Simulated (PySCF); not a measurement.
B₂H₈Hf (charge +2)

Input

```
mol = gto.M(atom='''
Hf    -0.00000    -0.00000    -0.35992
B      1.87567    -0.01782     0.83050
H      2.77532     0.01224     1.61671
H      0.89828    -0.84112     1.14977
H      2.06140    -0.26878    -0.40496
H      1.15179     1.08021     0.77796
B     -1.87567     0.01782     0.83050
H     -2.77532    -0.01224     1.61671
H     -0.89828     0.84112     1.14977
H     -2.06140     0.26878    -0.40496
H     -1.15179    -1.08021     0.77796''',
    basis={'Hf': 'def2-SVP', 'B': 'def2-SVP', 'H': 'def2-SVP'},
    ecp={'Hf': 'def2-SVP'},
    charge=2, spin=0)
mf = dft.RKS(mol, xc='PBE0')
mf.grids.atom_grid = (75, 302)  # f atoms: at least (60, 302), unpruned
mf = mf.density_fit()  # Hf def2-universal-JKFIT, B def2-universal-JKFIT, H def2-universal-JKFIT
mf.conv_tol = 1e-09; mf.max_cycle = 55
mf.kernel(dm0)
```

Run with:

```sh
OMP_NUM_THREADS=2 python run.py
```

Core potentials replace the inner electrons of Hf.

The calculation used PySCF, RKS PBE0, Hf def2-SVP with ECP60, B def2-SVP, H def2-SVP; non-relativistic Hamiltonian with scalar-relativistic core potentials where named; density fitting.

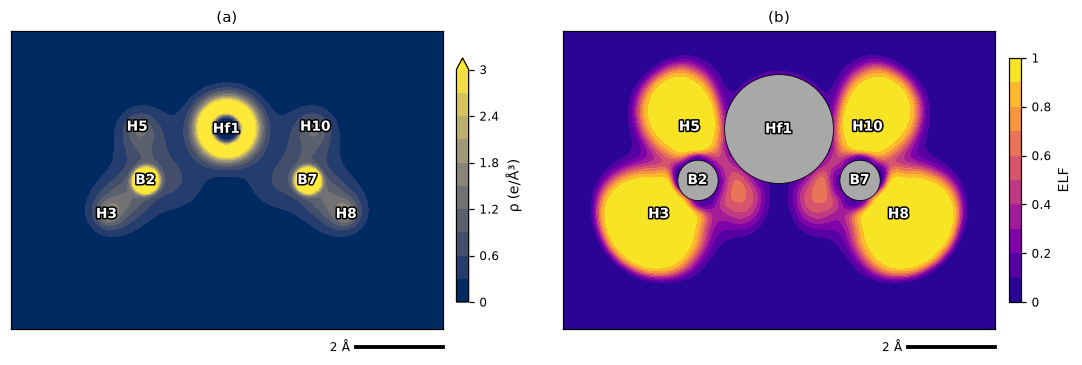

Figure 1. (a) electron density; (b) electron localisation function on the plane of atoms B2, Hf1 and B7. Grey discs cover the atomic cores in the ELF map.

Read the bonding off the picture.

Answer. The section cuts through Hf, B and H sites.
Hf–B (2.22 Å): ρ at the midpoint is about 0.51 e/Å³; the ELF is about 0.15 at the midpoint.
B–H (1.20 Å): the density is about 1.3 e/Å³ at the midpoint; the ELF climbs to about 1 towards the hydrogen, as it does in any bond to H: an ordinary covalent bond to hydrogen.

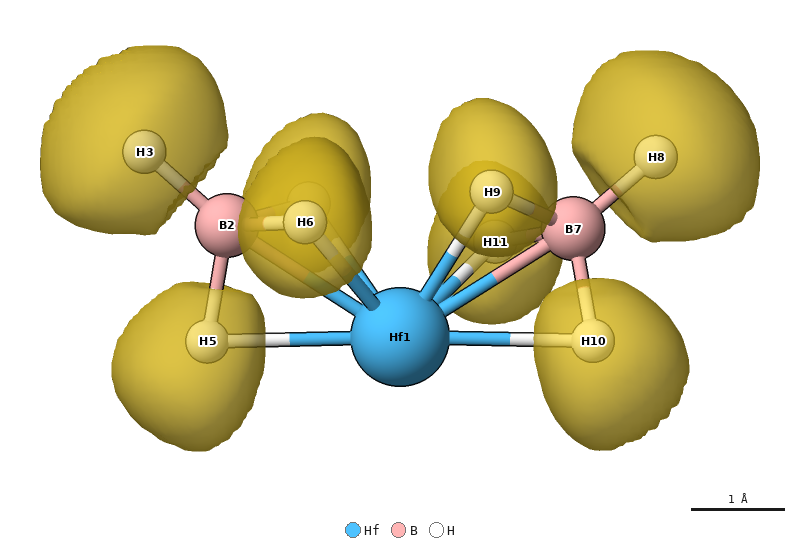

Figure 2. Isosurface of the ELF at 0.85 (yellow), seen across its widest extent. Core shells and regions of very low density are left out.

Identify the bonds, lone pairs and shells in this picture.

Answer. At this value the surface marks out eight regions around hydrogen nuclei.

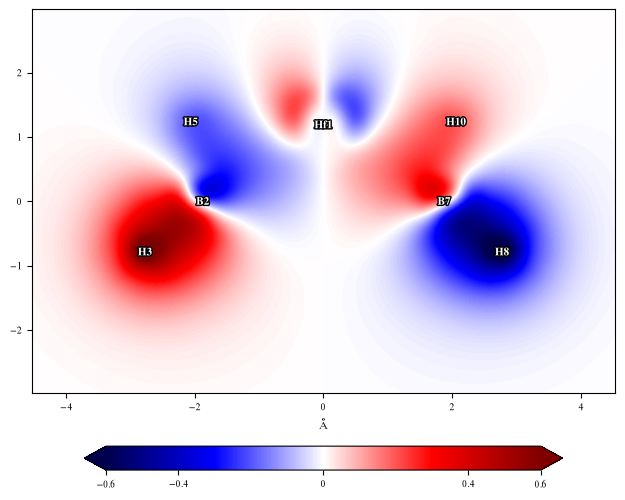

Figure 3. One frontier orbital on the plane of atoms B2, Hf1 and B7 (values in Å⁻³ᐟ²; the overall sign is arbitrary).

Which orbital is it: HOMO or LUMO?

Answer. The HOMO, at −20.31 eV. Its weight (Hirshfeld) is mainly on B2 (about 20 %), B7 (about 20 %), H8 (about 20 %), H3 (about 20 %) and Hf1 (about 5 %).
